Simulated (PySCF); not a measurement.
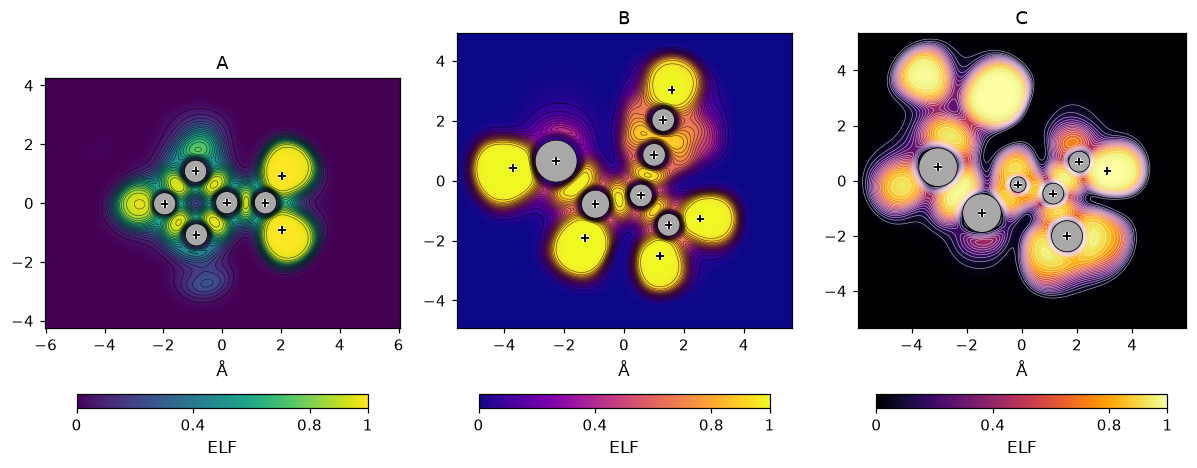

The electron localisation function of 3 systems, each on a plane through atoms (crosses mark nuclei in the plane; grey discs cover the cores).

The calculation used B3LYP/def2-SVPD, SCF density, gas phase in PySCF 2.14.0.

System 1: C$_{4}$H$_{5}$BBr$_{2}$Si, the plane of atoms C2, C3 and B5. Geometry: GFN2-xTB.

```
atom    x (Å)    y (Å)    z (Å)
   C  -0.9820   2.1549  -0.0677
   C  -0.9894   0.9543  -0.0588
   C  -0.9162  -0.4661  -0.0427
   C  -2.0627  -1.1757  -0.0936
   B   0.4712  -1.1440   0.0317
  Si   2.1112  -0.0960   0.1049
  Br   2.1491   1.2810   1.8896
  Br   2.3267   1.2499  -1.6922
   H  -0.9846   3.2039  -0.0767
   H  -3.0294  -0.6986  -0.1453
   H  -2.0518  -2.2527  -0.0849
   H   0.5134  -2.3153   0.0419
   H   3.4401  -0.6951   0.1761
```

System 2: C$_{2}$H$_{10}$OSSi$_{3}$ (SMILES CC(=S)O[SiH2][SiH2][SiH3]), the plane of atoms C1, C2 and O4. Geometry: GFN2-xTB.

```xyz
17

C    -2.5382    0.6430    1.1434
C    -2.0860    0.1643   -0.1970
S    -3.1079   -0.4263   -1.3150
O    -0.7953    0.2620   -0.4072
Si    0.0473   -0.1725   -1.7859
Si    2.1251    0.3809   -0.9600
Si    2.3295    0.3412    1.3542
H    -2.3934    1.7220    1.2095
H    -1.9332    0.1806    1.9230
H    -3.5877    0.4102    1.2939
H    -0.2509   -1.5819   -2.0480
H    -0.5272    0.5821   -2.9017
H     3.0955   -0.5267   -1.5936
H     2.5248    1.7010   -1.4798
H     1.2889    1.1429    2.0084
H     3.6077    0.8562    1.8534
H     2.1942   -1.0174    1.8924
```

System 3: C$_{5}$H$_{8}$ClFSi, the plane of atoms C3, C2 and C7. Geometry: GFN2-xTB.

```yaml
atoms:
  - { symbol: C, position_ang: [-2.3352, 0.6998, -0.5655] }
  - { symbol: C, position_ang: [-1.2078, 0.0340, -0.4326] }
  - { symbol: C, position_ang: [0.0544, -0.0927, -1.2420] }
  - { symbol: C, position_ang: [0.7375, -0.7218, -0.0039] }
  - { symbol: Si, position_ang: [1.9338, 0.4316, 0.9262] }
  - { symbol: Cl, position_ang: [3.5895, 0.5987, -0.2195] }
  - { symbol: C, position_ang: [-0.6366, -0.8080, 0.6763] }
  - { symbol: F, position_ang: [-0.7061, -0.2625, 1.9435] }
  - { symbol: H, position_ang: [-3.0928, 0.6794, 0.1993] }
  - { symbol: H, position_ang: [-2.5366, 1.2967, -1.4390] }
  - { symbol: H, position_ang: [0.4719, 0.8455, -1.6058] }
  - { symbol: H, position_ang: [-0.0423, -0.7768, -2.0854] }
  - { symbol: H, position_ang: [1.1882, -1.6974, -0.1922] }
  - { symbol: H, position_ang: [2.2967, -0.1608, 2.2082] }
  - { symbol: H, position_ang: [1.3398, 1.7571, 1.0622] }
  - { symbol: H, position_ang: [-1.0621, -1.8139, 0.7588] }
```

Q: Match each panel to its system.

A: Panel A is system 3, C$_{5}$H$_{8}$ClFSi: the plane holds C and H. C–C (1.32 Å): the ELF peaks at about 0.95 between the atoms: a short, multiple covalent bond. Panel B is system 1, C$_{4}$H$_{5}$BBr$_{2}$Si: the plane holds C, B, Si and H. C–C (1.20 Å): the ELF peaks at about 0.85 between the atoms; a multiple bond. Panel C is system 2, C$_{2}$H$_{10}$OSSi$_{3}$: the plane holds C, S, O, Si and H. C–O (1.31 Å): the ELF peaks at about 0.90 between the atoms: a shared but strongly polarised pair.
